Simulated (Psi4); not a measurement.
# SiClOF2 (SMILES [O][Si](F)(F)Cl): UCAM-B3LYP/def2-SVP

Aim: the vertical doublet–quartet gap of SiClOF2 at UCAM-B3LYP/def2-SVP, from 2 runs. 

The calculation is run with Psi4 1.11.

8 further runs of the same task are left out: 7 that didn't finish, 1 set aside as unsound or not needed.

### 1 The system as given

The species is SiClOF2 (5 atoms), meant as a doublet with charge 0. As SMILES, `[O][Si](F)(F)Cl`. The shape is that of a PBE0-D4/def2-TZVP optimisation.

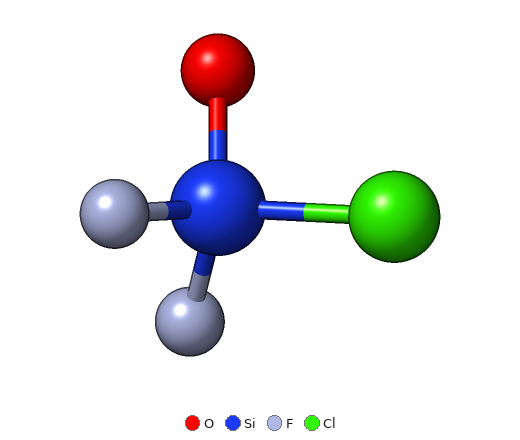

Viewed from a chosen angle; oxygen red, silicon blue, fluorine light blue, chlorine green.

### 2 Energy and forces at UCAM-B3LYP/def2-SVP

The input, clf2osi.dat:

```
memory 2.2 GB

molecule geom {
  0 2
  O     -0.173100     0.048700     1.622400
  Si     0.071000    -0.092200     0.005600
  F     -0.374600    -1.493300    -0.542700
  F      1.581700     0.074400    -0.383900
  Cl    -1.055100     1.388700    -0.742800
  units angstrom
  symmetry c1
}

set {
  reference uks
  puream true
  e_convergence 1e-09
  d_convergence 1e-08
  scf_type pk
  dft_radial_points 99
  dft_spherical_points 590
  maxiter 100
}

result, w = gradient('cam-b3lyp/def2-SVP', return_wfn=True)
```

Started as:

```console
$ psi4 -n 1 clf2osi.dat clf2osi.out
```

clf2osi.out:

```text
[...]
  Running in c1 symmetry.
[...]
  Nuclear repulsion =  309.297036644550076
[...]
  Multiplicity = 2
[...]
  Nalpha       = 29
  Nbeta        = 28
[...]
    Number of basis functions: 78
[...]
   @UKS iter   1: -1023.80193884451410   -1.64982e-01   1.13968e-02 DIIS/ADIIS
[...]
   @UKS iter  17: -1024.22663919285901   -2.50111e-12   5.60445e-09 DIIS
[...]
   @S^2 Observed:                7.526535353E-01
[...]
    Orbital Energies [Eh]
    ---------------------
    Alpha Occupied:
       1A   -101.611657     2A    -66.338704     3A    -24.793252
       4A    -24.793180     5A    -19.301985     6A     -9.568656
       7A     -7.336287     8A     -7.330303     9A     -7.329243
      10A     -5.496619    11A     -3.860263    12A     -3.860005
      13A     -3.858860    14A     -1.304326    15A     -1.280280
      16A     -1.103847    17A     -0.951907    18A     -0.665179
      19A     -0.603454    20A     -0.590041    21A     -0.577326
      22A     -0.544717    23A     -0.540122    24A     -0.525622
      25A     -0.510870    26A     -0.486935    27A     -0.458761
      28A     -0.429850    29A     -0.428370
    Alpha Virtual:
[...]
  @UKS Final Energy: -1024.22663919285901
   => Energetics <=
    Nuclear Repulsion Energy =            309.2970366445500758
    One-Electron Energy =               -2033.5839114057262123
    Two-Electron Energy =                 759.7016288915366431
    DFT Exchange-Correlation Energy =     -59.6413933232195390
    Empirical Dispersion Energy =           0.0000000000000000
    VV10 Nonlocal Energy =                  0.0000000000000000
    Total Energy =                      -1024.2266391928590110
[...]
 Multipole Moments:
 ------------------------------------------------------------------------------------
     Multipole            Electronic (a.u.)      Nuclear  (a.u.)        Total (a.u.)
 ------------------------------------------------------------------------------------
 L = 1.  Multiply by 2.5417464519 to convert [e a0] to [Debye]
 Dipole X            :          0.4468324           -0.5221094           -0.0752770
 Dipole Y            :         -0.4226009            0.5355367            0.1129358
 Dipole Z            :         -1.3299194            1.1473129           -0.1826065
 Magnitude           :                                                    0.2275220
[...]
  -Total Gradient:
     Atom            X                  Y                   Z
    ------   -----------------  -----------------  -----------------
       1        0.001354693203    -0.000579745076    -0.010969964177
       2        0.008565667718    -0.010202744941    -0.002783639217
       3        0.005597662026     0.017109502143     0.006561779940
       4       -0.018617479692    -0.002194294703     0.004651265423
       5        0.003124384551    -0.004151287218     0.002457905365
[...]
```

Run time: 26 s. Hardware: 1 thread of AMD EPYC 7R43 (Zen 3), shared host; peak memory 0.79 GiB.

### 3 The quartet: the energy at UCAM-B3LYP/def2-SVP

The input, input.dat:

```
memory 2.2 GB

molecule {
  0 4
  O     -0.173100     0.048700     1.622400
  Si     0.071000    -0.092200     0.005600
  F     -0.374600    -1.493300    -0.542700
  F      1.581700     0.074400    -0.383900
  Cl    -1.055100     1.388700    -0.742800
  symmetry c1
  no_reorient
  no_com
}

set globals {
  reference            uks
  puream               true
  e_convergence        1e-09
  d_convergence        1e-08
  scf_type             pk
  dft_radial_points    99
  dft_spherical_points 590
  maxiter              100
}

e_tot, wfn = energy("cam-b3lyp/def2-SVP", return_wfn=True)
oeprop(wfn, "DIPOLE", "QUADRUPOLE", "MULLIKEN_CHARGES")
```

Started as:

```console
$ psi4 -n 1 input.dat output.dat
```

output.dat, shortened:

```text
[...]
  Running in c1 symmetry.
[...]
  Nuclear repulsion =  309.297036644550076
[...]
  Multiplicity = 4
[...]
  Nalpha       = 30
  Nbeta        = 27
[...]
    Number of basis functions: 78
[...]
   @UKS iter   1: -1023.19980058336762    4.37156e-01   1.35021e-02 DIIS/ADIIS
[...]
   @UKS iter  24: -1023.89694074397403   -6.93490e-12   6.83738e-09 DIIS
[...]
   @S^2 Observed:                3.760390390E+00
[...]
  @UKS Final Energy: -1023.89694074397403
   => Energetics <=
    Nuclear Repulsion Energy =            309.2970366445500758
    One-Electron Energy =               -2033.4716215965775064
    Two-Electron Energy =                 759.9155409054377515
    DFT Exchange-Correlation Energy =     -59.6378966973841926
    Empirical Dispersion Energy =           0.0000000000000000
    VV10 Nonlocal Energy =                  0.0000000000000000
    Total Energy =                      -1023.8969407439740280
[...]
 Multipole Moments:
 ------------------------------------------------------------------------------------
     Multipole            Electronic (a.u.)      Nuclear  (a.u.)        Total (a.u.)
 ------------------------------------------------------------------------------------
 L = 1.  Multiply by 2.5417464519 to convert [e a0] to [Debye]
 Dipole X            :         13.4922918          -14.1041599           -0.6118681
 Dipole Y            :        -18.0255438           18.7774526            0.7519088
 Dipole Z            :         15.0645786          -14.9465998            0.1179788
 Magnitude           :                                                    0.9765595
 L = 2.  Multiply by 1.3450342976 to convert [e a0^2] to [Debye ang]
 Quadrupole XX       :       -184.2798219          153.6064807          -30.6733411
 Quadrupole XY       :         66.3813314          -67.7579694           -1.3766380
[...]
  Mulliken Charges: (a.u.)
   Center  Symbol    Alpha    Beta     Spin     Total
       1     O     4.67279  3.33306  1.33974 -0.00585
       2    SI     7.24503  6.41303  0.83200  0.34193
       3     F     4.64598  4.61032  0.03566 -0.25629
       4     F     4.64589  4.61027  0.03561 -0.25616
       5    CL     8.79031  8.03332  0.75699  0.17637
   Total alpha = 30.00000, Total beta = 27.00000, Total charge =  0.00000
    Psi4 run time: 0:00:29.59
```

It took 31 s on 1 thread of AMD EPYC 7R43 (Zen 3), shared host; peak memory 0.79 GiB.

### 4 What came out

At UCAM-B3LYP/def2-SVP:

```
                                        quantity           value
                           doublet: total energy  -1024.22664 Eh
                          doublet: dipole moment          0.58 D
     doublet: HOMO energy (highest over α and β)       -11.43 eV
      doublet: LUMO energy (lowest over α and β)        -4.42 eV
                                   doublet: ⟨S²⟩           0.753
               doublet: largest force on an atom      0.993 eV/Å
                           quartet: total energy  -1023.89694 Eh
                          quartet: dipole moment          2.48 D
     quartet: HOMO energy (highest over α and β)        -2.42 eV
                                   quartet: ⟨S²⟩           3.760
vertical energy of the quartet above the doublet        8.972 eV
```

At this shape the quartet lies 8.97 eV (207 kcal/mol) above the doublet. The largest force (doublet) is 0.99 eV/Å: the shape isn't a stationary point for this species at this level.
